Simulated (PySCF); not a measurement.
# C$_{2}$H$_{3}$FS, SMILES `FC1CS1`: electronic structure

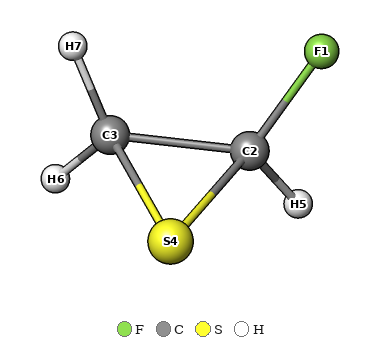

The molecule, with its atoms numbered as below. No frequency check shows the geometry to be a minimum.

Cartesian coordinates (Å):

```
F1      -1.6426    0.3526    0.2410
C2      -0.5755   -0.0767   -0.4663
C3       0.2590   -1.1479    0.1184
S4       1.0499    0.4753    0.0546
H5      -0.7915   -0.0374   -1.5293
H6       0.6724   -1.9015   -0.5376
H7       0.0028   -1.4915    1.1119
```

## 1. Removing or adding an electron

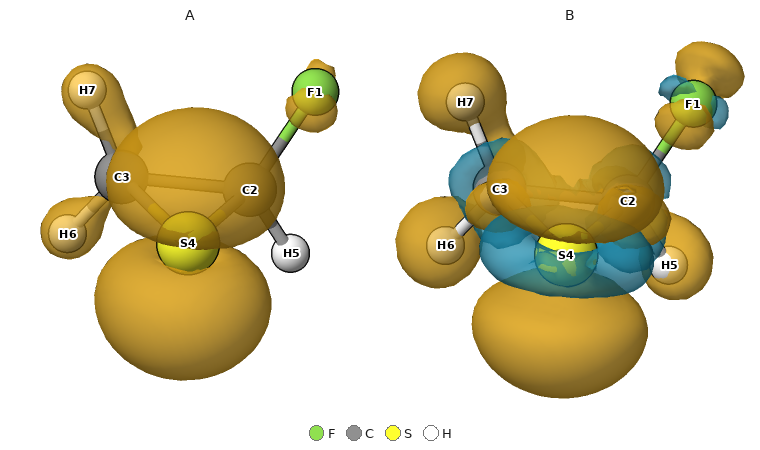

The Fukui function f⁻ from two separate SCF calculations and the density of the HOMO, at ±0.03 e/Å³ (yellow positive, teal negative).

Computed with PySCF, r2SCAN/def2-SVPD, geometry: GFN2-xTB.

> Which panel is which, and how good is the frozen-orbital picture?

B is f⁻ (it has negative regions), A the HOMO density. The HOMO lies on S4 (81 %) and C3 (6 %); f⁻ (Hirshfeld-condensed) is largest on S4 (0.58); the vertical ionisation energy is 9.51 eV. Relaxation shifts 22 % of the electron between atoms. The orbital energy is −6.15 eV.

## 2. Localised orbitals

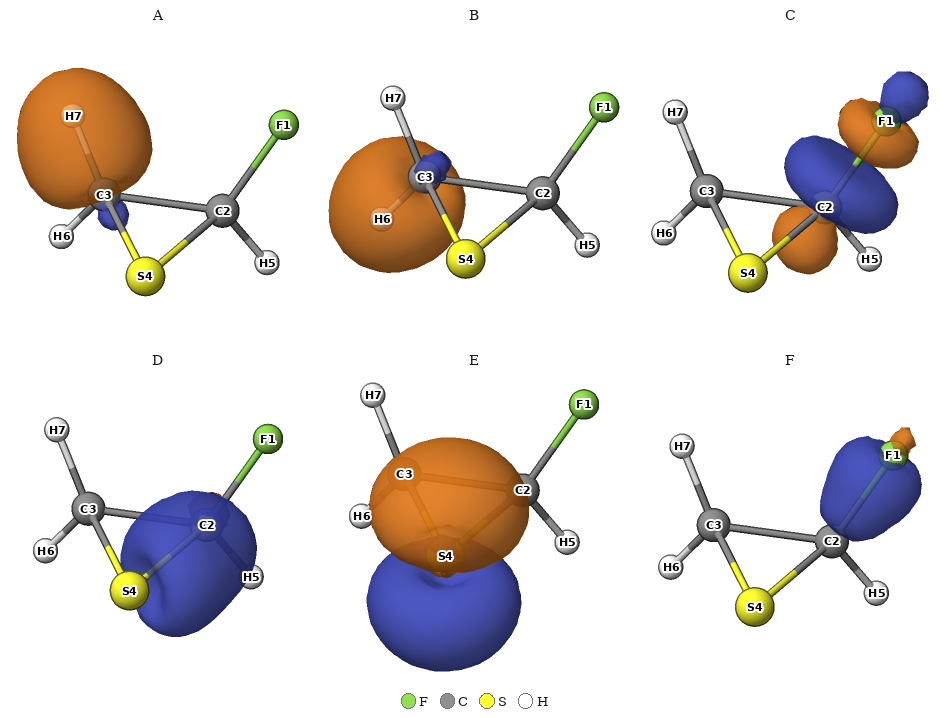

Intrinsic bond orbitals (IBO), occupied and valence-virtual; each surface holds about 70 % of the orbital's density. Energies are diagonal elements of the Fock matrix.

Level of theory: M06-2X/def2-SVP (PySCF), at a geometry from GFN2-xTB.

> Identify each orbital.

By panel:
- A: σ bond C3–H7 (C3 59 %, H7 41 %; −16.2 eV)
- B: σ bond C3–H6 (C3 59 %, H6 41 %; −16.4 eV)
- C: σ* orbital C2–F1, mostly on C2 (C2 66 %, F1 31 %; 8.5 eV)
- D: σ bond S4–C2 (S4 51 %, C2 48 %; −15.5 eV)
- E: lone pair on S4 (p-type) (S4 96 %; −8.6 eV)
- F: σ bond F1–C2 (F1 68 %, C2 31 %; −27.1 eV)

> How do all the valence pairs divide up?

12 pairs: 7 σ bonds and 5 lone pairs.

## 3. Stretching a bond

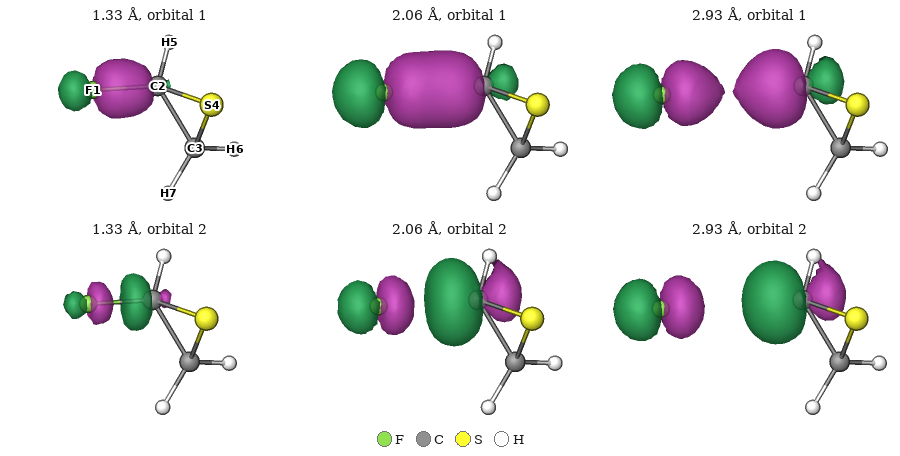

Rigid stretch of the F1–C2 bond. The two CASSCF(2,2) natural orbitals nearest half filling (orbital 1 the more occupied).

PySCF calculation, def2-SVP basis, gas phase; geometry: GFN2-xTB.

> How do the occupations change along the stretch?

1.33 Å: 1.98 and 0.02; 2.06 Å: 1.80 and 0.20; 2.93 Å: 1.27 and 0.73. At the longest distance computed (3.72 Å) they are 1.07 and 0.93, and the effective number of unpaired electrons is 2.0.

> Where does the UHF solution part from RHF?

Between 1.80 Å (⟨S²⟩ = 0, the two coincide) and 2.06 Å (⟨S²⟩ = 0.69); at 3.72 Å ⟨S²⟩ is 1.02 and UHF lies 5.1 eV below RHF.

> How much energy does the stretch cost?

By CASSCF, 4.2 eV from the lowest point of the scan (1.33 Å) to 3.72 Å; RHF gives 8.5 eV from its own lowest point. The fragments aren't relaxed and dynamic correlation is missing, so this isn't a bond dissociation energy.

The PySCF runs shown took 13 min, 10 s and 3 min on 1 thread of Arm Neoverse V1, on a shared host.
